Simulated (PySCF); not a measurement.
# C$_{2}$H$_{10}$ClPSi$_{3}$ (SMILES C=C[SiH2]P([SiH3])[SiH2]Cl): what the fields show

The calculation's input:

```
{"job": {"kind": "nmr", "xc": "PBE0", "basis": "pcSseg-1"}, "charge": 0, "multiplicity": 1}
C      2.718934    -0.592641     0.838810
C      2.513623    -0.052966    -0.351909
Si     0.901888     0.770564    -0.868830
P     -0.583183     0.447295     0.769266
Si    -2.366264     1.553263     0.018847
Si    -1.160771    -1.662530     0.385609
Cl    -2.504015    -2.184746     1.780599
H      3.654241    -1.049318     1.125090
H      1.940413    -0.592026     1.588144
H      3.315666    -0.061918    -1.079735
H      0.456863     0.222192    -2.159409
H      1.063513     2.222392    -1.001366
H     -2.790435     1.098463    -1.309963
H     -3.437187     1.331972     0.986589
H     -1.972977     2.958814    -0.040883
H     -1.781053    -1.893139    -0.920285
H      0.023746    -2.503644     0.528439
```

Launched as:

```sh
OMP_NUM_THREADS=1 python probes_run.py task.json out
```

Geometry: GFN2-xTB.

Computed with PBE0/pcSseg-1, SCF density, gas phase, non-relativistic in PySCF.

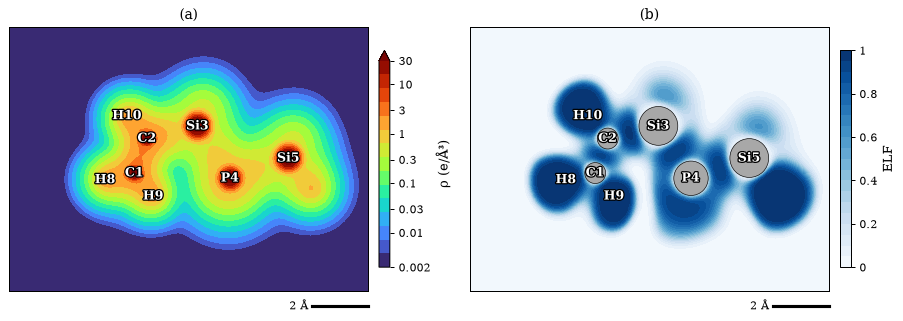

Figure 1. (a) electron density; (b) electron localisation function on the plane of atoms H8, C1 and H9. Grey discs cover the atomic cores in the ELF map.

Read the bonding off the picture.

The plane passes through C, Si, P and H nuclei. C–C (1.32 Å): ρ at the midpoint is about 2.3 e/Å³; the ELF peaks at about 0.90 between the atoms: a multiple bond. C–Si (1.88 Å): the density is about 0.94 e/Å³ at the midpoint; the ELF peaks at about 0.95 between the atoms; a shared electron pair. Si–P (2.23 Å): ρ is about 0.73 e/Å³ halfway; the ELF peaks at about 0.95 between the atoms; localised, covalent bonding. C–H (1.08 Å): ρ at the midpoint is about 2 e/Å³; the ELF climbs to about 1 towards the hydrogen, as it does in any bond to H (a covalent bond by its length). The ELF also peaks beside P4, away from the bonds: lone-pair regions.

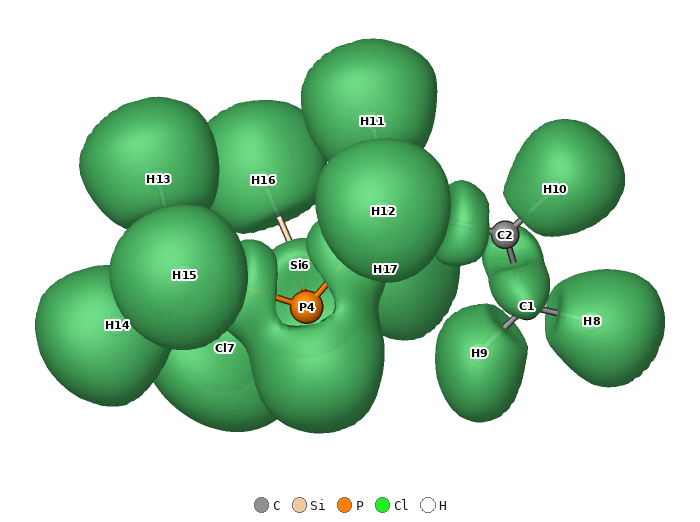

Figure 2. Isosurface of the ELF at 0.75 (green), seen from one side. Only the valence region is drawn (cores and ρ < 0.01 e/Å³ removed).

What do the ELF domains correspond to?

The surface consists of one region between bonded C–C atoms (shared pairs), one region between bonded C–Si atoms (shared pairs), ten regions around hydrogen nuclei, one region on Cl in which the atom's valence shell and bonds are merged and one region on P in which the atom's valence shell and bonds are merged.

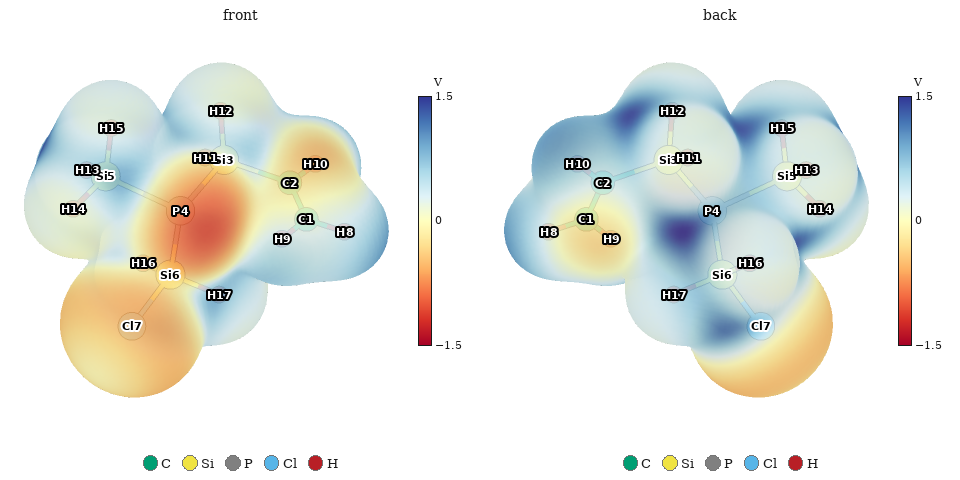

Figure 3. The molecular electrostatic potential painted on the density surface at 0.002 e/bohr³, seen from the front and from behind; red is negative and blue positive.

Where is the surface potential most negative and most positive?

The most negative region (about −1.0 V, or −23 kcal/mol for a unit charge) lies over P4, the most positive (about +1.4 V, or +32 kcal/mol for a unit charge) over Si3, Si5 and Si6.
